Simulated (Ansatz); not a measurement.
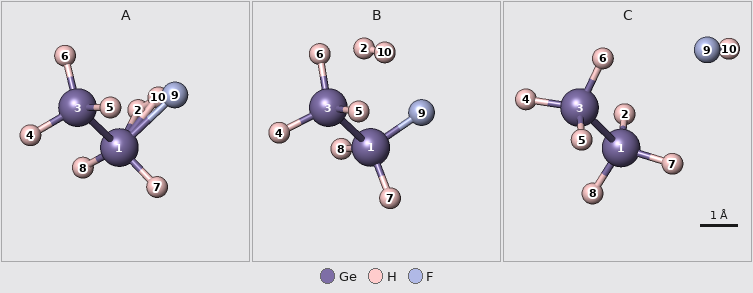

3 geometries from a converged minimum-energy path of Ge$_{2}$H$_{7}$F, made up at the start of Ge₂H₆ and HF, shuffled. A ball-and-stick model, seen from a free direction.

Method: Ansatz 0.2.0, RHF/def2-mTZVP. Set-up: 9 movable images; climbing image; force threshold 0.05 eV/Å; iteration limit 60; starting path through a guess of the saddle point.

> Which of them lies highest in energy?

A. In order along the path, whose images run from 0 to 10: C (image 0, 0.0 kJ/mol), A (image 4, +242.1 kJ/mol), B (image 8, −32.9 kJ/mol). Breaking: F9–H10 (0.91 → 1.27 at the top → 3.72 Å), Ge1–H2 (1.54 → 1.86 at the top → 4.57 Å). Forming: Ge1–F9 (3.64 → 2.13 at the top → 1.73 Å), H2–H10 (3.58 → 0.90 at the top → 0.73 Å).

Limits of the set-up: the start holds two separate molecules, 3.3 Å apart at their closest, whose relative position is a soft coordinate and is computed without a dispersion correction; Hartree-Fock leaves out electron correlation.

The run took 17 min on 2 threads of Arm Neoverse V1 (shared host), peak memory 0.3 GiB.
